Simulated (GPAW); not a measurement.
# Screening of a field by C/Pt(110), part 2 of 2

Aim: the dipole that a field along the normal induces in C/Pt(110).

GPAW 26.7.0; GPAW, PAW setups; slab in vacuum, relaxation (the session's first sound run).

So far, upper work function (eV): step 2 (relaxing the atoms) 5.56; step 3 (the slab's potential) 5.56.

## Step 5: Field on

run.py reads:

```python
import json
import numpy as np
from ase import Atoms
from gpaw import GPAW, PW
from gpaw.external import ConstantElectricField

slab = Atoms(
    ['Pt', 'Pt', 'Pt', 'Pt', 'Pt', 'C'],
    positions=[
        [0.00000, 0.00000, 9.00000],
        [1.96000, 1.38593, 10.38593],
        [0.00000, 0.00000, 11.84122],
        [1.96000, 1.38593, 13.31567],
        [0.00000, 0.00000, 15.12512],
        [1.96000, 1.38593, 15.20862]],
    cell=[[3.92, 0.0, 0.0], [0.0, 2.77186, 0.0], [0.0, 0.0, 24.04372]],
    pbc=[True, True, False])

slab.calc = GPAW(mode=PW(500), xc='PBE', kpts={'size': (8, 11, 1), 'gamma': True},
                 occupations={'name': 'fermi-dirac', 'width': 0.1}, nbands='160%',
                 convergence={'density': 1e-05}, maxiter=200,
                 poissonsolver={'dipolelayer': 'xy'},
                 external=ConstantElectricField(-0.1, [0, 0, 1]),
                 symmetry={'tolerance': 1e-3}, txt='slab.txt')
result = {}
energy = slab.get_potential_energy()
fermi = slab.calc.get_fermi_level()
v = slab.calc.get_electrostatic_potential().mean((0, 1)) - fermi
n = slab.calc.get_pseudo_density().mean((0, 1))
L = slab.cell[2, 2]
z = np.arange(len(v)) * L / len(v)
low, high = slab.positions[:, 2].min(), slab.positions[:, 2].max()
below, above = np.interp([low - 6.8, high + 6.8], z, v)
slopes = [np.interp(x, z, np.gradient(v, z)) for x in (low - 6.8, high + 6.8)]
eps = np.array([[slab.calc.get_eigenvalues(k, s) for k in range(len(slab.calc.get_ibz_k_points()))]
                for s in range(slab.calc.get_number_of_spins())]) - fermi
top, bottom = eps[eps < 0].max(), eps[eps > 0].min()
dipole = slab.get_dipole_moment()[2]
print(f'energy {energy:.4f} eV, Fermi level {fermi:.4f} eV, dipole {dipole:.5f} e A')
print(f'potential 6.8 A off the faces, from the Fermi level: lower {below:.4f} eV, upper {above:.4f} eV')
print(f'slope of the potential there: lower {slopes[0]:.5f}, upper {slopes[1]:.5f} eV/A')
print(f'nearest levels on the mesh: {top:.4f} and {bottom:.4f} eV')
print('magnetic moment', round(slab.get_magnetic_moment(), 3))
result.update(energy=energy, fermi=fermi, dipole=dipole, below=below, above=above, slopes=slopes, edges=[top, bottom],
              z=z.tolist(), v=v.tolist(), n=n.tolist(), positions=slab.positions.tolist(),
              forces=slab.get_forces(apply_constraint=False).tolist(), moments=slab.get_magnetic_moments().tolist())
json.dump(result, open('result.json', 'w'))
```

Launch:

```
$ OMP_NUM_THREADS=1 OPENBLAS_NUM_THREADS=1 python run.py
```

Log:

```text
energy -36.6814 eV, Fermi level 0.0194 eV, dipole -0.06759 e A
potential 6.8 A off the faces, from the Fermi level: lower 4.8822 eV, upper 6.0080 eV
slope of the potential there: lower -0.00004, upper -0.00004 eV/A
nearest levels on the mesh: -0.0055 and 0.0159 eV
magnetic moment 0.0
```

Elapsed: 7.3 min, on 1 thread of Intel Xeon Platinum 8559C (Emerald Rapids), shared host; peak memory 0.66 GiB.

This step gave:

```
dipole along the normal                                         : -0.06759 e·Å
levels nearest the Fermi level on the mesh                      : -0.005467, 0.01588 eV from the Fermi level
potential below the slab, the applied field's own ramp left out : 4.882 eV from the Fermi level
potential above the slab, the applied field's own ramp left out : 6.008 eV from the Fermi level
```

The electrostatic potential energy of an electron (without an applied field's), less the Fermi level, planar mean oscillates, so the rows of the table below give means over windows of 1.44 Å about each position, cut where the curve ends. Its maxima inside the range that stand out by 2 % of the span (Å: eV): 9.7: -7.94, 11.2: -7.06, 12.6: -6.91, 14.2: -2.66. Its minima: 9.0: -15.2, 10.4: -15.8, 11.8: -15.7, 13.3: -15.3, 15.2: -24.8.

The electrostatic potential energy of an electron (without an applied field's), less the Fermi level, planar mean by z; means over each step:

| z (Å) | electrostatic potential energy of an electron (without an applied field's), less the Fermi level, planar mean (eV) |
| --- | --- |
| 0.72 | 4.96 |
| 2.16 | 4.88 |
| 3.60 | 4.88 |
| 5.04 | 4.88 |
| 6.48 | 4.81 |
| 7.92 | 0.926 |
| 9.36 | -11.4 |
| 10.80 | -11.3 |
| 12.24 | -11.2 |
| 13.68 | -9.15 |
| 15.12 | -14.7 |
| 16.56 | 3.96 |
| 18.00 | 5.98 |
| 19.44 | 6.01 |
| 20.88 | 6.01 |
| 22.32 | 6.01 |
| 23.76 | 5.94 |

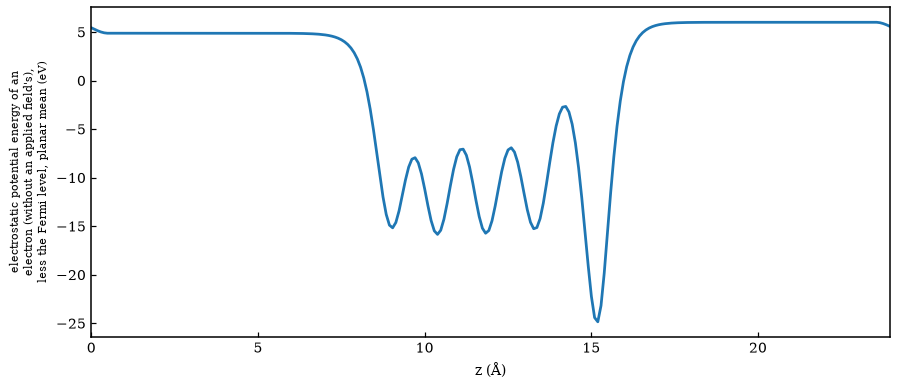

Electrostatic potential energy of an electron (without an applied field's), less the Fermi level, planar mean against z.

Force by atom:

| atom | x (eV/Å) | y (eV/Å) | z (eV/Å) | size |
| --- | --- | --- | --- | --- |
| Pt1 | 0.000 | 0.000 | 0.498 | 0.498 |
| Pt2 | 0.000 | 0.000 | -0.489 | 0.489 |
| Pt3 | 0.000 | 0.000 | -0.011 | 0.011 |
| Pt4 | 0.000 | 0.000 | -0.033 | 0.033 |
| Pt5 | 0.000 | 0.000 | 0.004 | 0.004 |
| C6 | 0.000 | 0.000 | 0.011 | 0.011 |

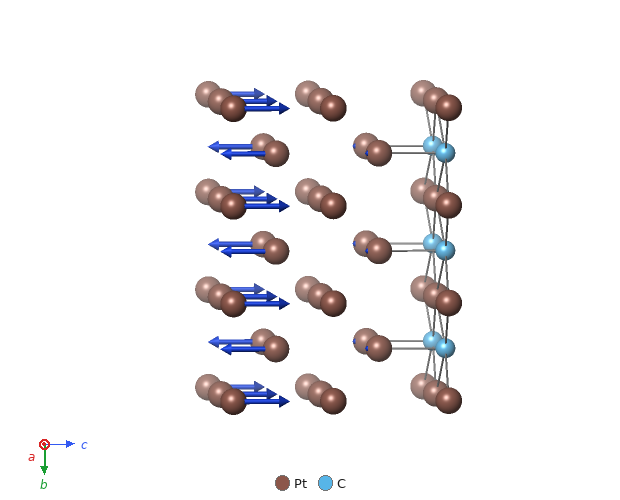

Force as arrows, the longest 0.498 eV/Å. 2×3×1 cells are drawn. Some periodic images of atoms are drawn too.

The dipole is now -0.0676 e Å, against -0.014 in the run without a field.

## Step 6: Field on

run.py: that of step 5 with these lines changed.

```diff
@@ -22,3 +22,3 @@
                  poissonsolver={'dipolelayer': 'xy'},
-                 external=ConstantElectricField(-0.1, [0, 0, 1]),
+                 external=ConstantElectricField(-0.05, [0, 0, 1]),
                  symmetry={'tolerance': 1e-3}, txt='slab.txt')
```

Log:

```text
energy -36.6787 eV, Fermi level 0.0184 eV, dipole -0.04083 e A
potential 6.8 A off the faces, from the Fermi level: lower 5.1060 eV, upper 5.7863 eV
slope of the potential there: lower -0.00004, upper -0.00005 eV/A
nearest levels on the mesh: -0.0047 and 0.0166 eV
magnetic moment 0.0
```

The job ended after 8.2 min (1 thread; peak memory 0.66 GiB).

## Step 7: In a field

run.py: that of step 6 with these lines changed.

```diff
@@ -22,3 +22,3 @@
                  poissonsolver={'dipolelayer': 'xy'},
-                 external=ConstantElectricField(-0.05, [0, 0, 1]),
+                 external=ConstantElectricField(0.05, [0, 0, 1]),
                  symmetry={'tolerance': 1e-3}, txt='slab.txt')
```

Log:

```text
energy -36.6773 eV, Fermi level 0.0160 eV, dipole 0.01288 e A
potential 6.8 A off the faces, from the Fermi level: lower 5.5564 eV, upper 5.3421 eV
slope of the potential there: lower -0.00004, upper -0.00004 eV/A
nearest levels on the mesh: -0.0033 and 0.0174 eV
magnetic moment 0.0
```

The job ended after 7.3 min (1 thread; peak memory 0.66 GiB).

The electrostatic potential energy of an electron (without an applied field's), less the Fermi level, planar mean oscillates, so the rows of the table below give means over windows of 1.44 Å about each position, cut where the curve ends. Its maxima inside the range that stand out by 2 % of the span (Å: eV): 9.7: -7.59, 11.2: -6.93, 12.6: -7.00, 14.2: -2.99. Its minima: 9.0: -14.7, 10.4: -15.6, 11.8: -15.7, 13.3: -15.4, 15.2: -25.3.

Table of electrostatic potential energy of an electron (without an applied field's), less the Fermi level, planar mean by z; means over each step:

| z (Å) | electrostatic potential energy of an electron (without an applied field's), less the Fermi level, planar mean (eV) |
| --- | --- |
| 0.72 | 5.54 |
| 2.16 | 5.56 |
| 3.60 | 5.56 |
| 5.04 | 5.55 |
| 6.48 | 5.48 |
| 7.92 | 1.52 |
| 9.36 | -11.0 |
| 10.80 | -11.1 |
| 12.24 | -11.2 |
| 13.68 | -9.39 |
| 15.12 | -15.1 |
| 16.56 | 3.33 |
| 18.00 | 5.32 |
| 19.44 | 5.34 |
| 20.88 | 5.34 |
| 22.32 | 5.34 |
| 23.76 | 5.35 |

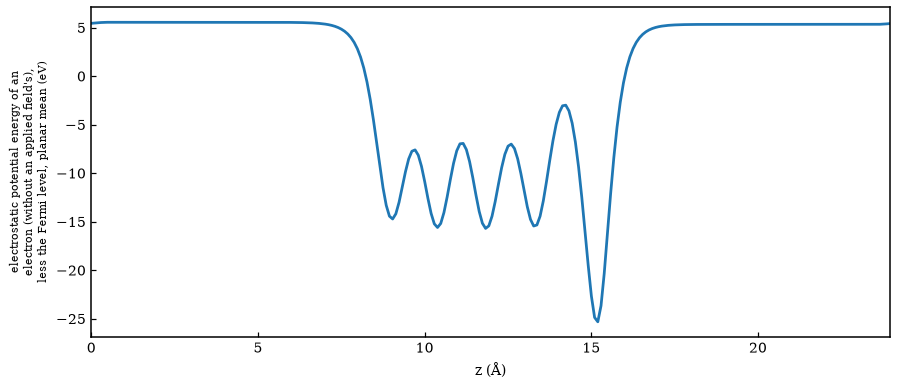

Electrostatic potential energy of an electron (without an applied field's), less the Fermi level, planar mean against z.

## Step 8: Field on

run.py: that of step 7 with these lines changed.

```diff
@@ -22,3 +22,3 @@
                  poissonsolver={'dipolelayer': 'xy'},
-                 external=ConstantElectricField(0.05, [0, 0, 1]),
+                 external=ConstantElectricField(0.1, [0, 0, 1]),
                  symmetry={'tolerance': 1e-3}, txt='slab.txt')
```

Log:

```text
energy -36.6786 eV, Fermi level 0.0146 eV, dipole 0.03984 e A
potential 6.8 A off the faces, from the Fermi level: lower 5.7830 eV, upper 5.1198 eV
slope of the potential there: lower -0.00005, upper -0.00004 eV/A
nearest levels on the mesh: -0.0026 and 0.0177 eV
magnetic moment 0.0
```

Run time: 9.5 min. Hardware: 1 thread; peak memory 0.66 GiB.

The dipole is now 0.0398 e Å, against -0.014 in the run without a field.

## Step 9: In a field

run.py: that of step 8 with these lines changed.

```diff
@@ -22,3 +22,3 @@
                  poissonsolver={'dipolelayer': 'xy'},
-                 external=ConstantElectricField(0.1, [0, 0, 1]),
+                 external=ConstantElectricField(0.2, [0, 0, 1]),
                  symmetry={'tolerance': 1e-3}, txt='slab.txt')
```

Log:

```text
energy -36.6853 eV, Fermi level 0.0106 eV, dipole 0.09364 e A
potential 6.8 A off the faces, from the Fermi level: lower 6.2368 eV, upper 4.6777 eV
slope of the potential there: lower -0.00003, upper -0.00004 eV/A
nearest levels on the mesh: -0.0012 and 0.0154 eV
magnetic moment 0.0
```

Elapsed: 11 min, on 1 thread; peak memory 0.67 GiB.

The electrostatic potential energy of an electron (without an applied field's), less the Fermi level, planar mean oscillates, so the rows of the table below give means over windows of 1.44 Å about each position, cut where the curve ends. Its maxima inside the range that stand out by 2 % of the span (Å: eV): 0.5: 6.24, 9.7: -7.25, 11.2: -6.80, 12.6: -7.08, 14.2: -3.32. Its minima: 9.0: -14.3, 10.4: -15.3, 11.8: -15.7, 13.3: -15.6, 15.2: -25.8.

The electrostatic potential energy of an electron (without an applied field's), less the Fermi level, planar mean by z; means over each step:

| z (Å) | electrostatic potential energy of an electron (without an applied field's), less the Fermi level, planar mean (eV) |
| --- | --- |
| 0.72 | 6.13 |
| 2.16 | 6.24 |
| 3.60 | 6.24 |
| 5.04 | 6.23 |
| 6.48 | 6.15 |
| 7.92 | 2.12 |
| 9.36 | -10.6 |
| 10.80 | -11.0 |
| 12.24 | -11.3 |
| 13.68 | -9.64 |
| 15.12 | -15.6 |
| 16.56 | 2.71 |
| 18.00 | 4.65 |
| 19.44 | 4.68 |
| 20.88 | 4.68 |
| 22.32 | 4.68 |
| 23.76 | 4.77 |

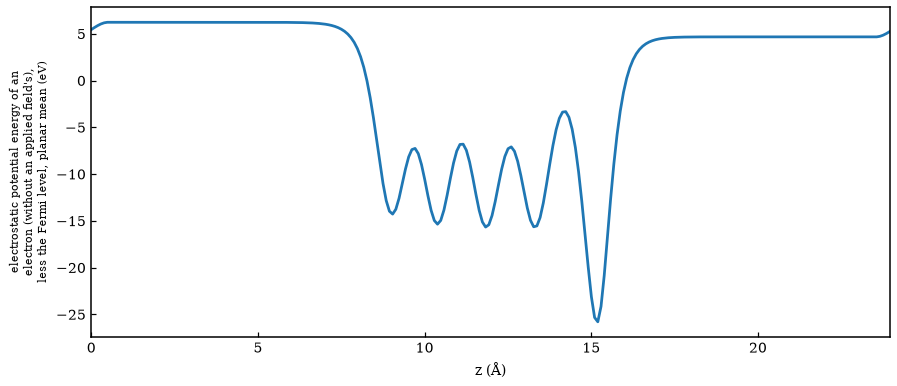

Electrostatic potential energy of an electron (without an applied field's), less the Fermi level, planar mean, plotted against z.

The dipole is now 0.0936 e Å, against -0.014 in the run without a field.

## Step 10: In a field

run.py: that of step 9 with these lines changed.

```diff
@@ -22,3 +22,3 @@
                  poissonsolver={'dipolelayer': 'xy'},
-                 external=ConstantElectricField(0.2, [0, 0, 1]),
+                 external=ConstantElectricField(0.3, [0, 0, 1]),
                  symmetry={'tolerance': 1e-3}, txt='slab.txt')
```

Log:

```text
energy -36.6973 eV, Fermi level 0.0054 eV, dipole 0.14745 e A
potential 6.8 A off the faces, from the Fermi level: lower 6.6925 eV, upper 4.2373 eV
slope of the potential there: lower -0.00004, upper -0.00004 eV/A
nearest levels on the mesh: -0.0052 and 0.0003 eV
magnetic moment 0.0
```

The job ended after 8.9 min (1 thread; peak memory 0.66 GiB).

The dipole is now 0.147 e Å, against -0.014 in the run without a field.

## Step 11: The series

The members are put on one axis.

This step: induced dipole against applied field (GPAW 26.7.0).

Dipole along the normal against field:

| field (V/Å) | dipole along the normal (e·Å) |
| --- | --- |
| -0.200 | -0.121 |
| -0.100 | -0.0676 |
| -0.050 | -0.0408 |
| 0.000 | -0.0140 |
| 0.050 | 0.0129 |
| 0.100 | 0.0398 |
| 0.200 | 0.0936 |
| 0.300 | 0.147 |

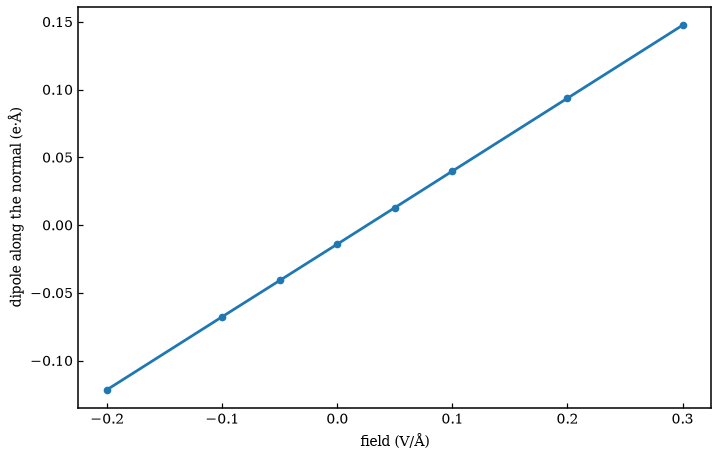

Dipole along the normal against field.

## Step 12: What came out

```json
{
 "work function, upper and lower face": "5.564 and 5.331 eV",
 "dipole along the normal": "-0.0140 e Å",
 "induced dipole per field": "0.538 e Å per V/Å",
 "out-of-plane polarisability per area, α/(ε0 A)": "8.95 Å"
}
```

**Reading.** The field induces 0.538 e Å per V/Å, a polarisable thickness α/(ε0 A) of 8.95 Å beside 6.21 Å between the outermost nuclei. A perfect conductor would give the distance between its two image planes; a dielectric of thickness t gives t(1 - 1/ε). The two faces differ by 0.23 eV, the step that the slab's dipole makes (e p/(ε0 A) gives 0.23 eV), so the dipole layer is needed. The induced dipole is linear in the field over this range. The cell of 10.9 Å² holds one C, started on one chosen site; other sites and coverages weren't tried. The in-plane lattice was kept as typed, which isn't the functional's own and leaves some strain; spin-orbit coupling and temperature are left out.

[Logs are printed without paths, hosts, clocks, repeated set-up lines and the standing remarks that a program may print on its own settings, such as how far it seeks lower states.]

[Hosts, paths, dates, database ids (printed as entryN), source tags and the programs' standing remarks are cut or masked in the printed files.]
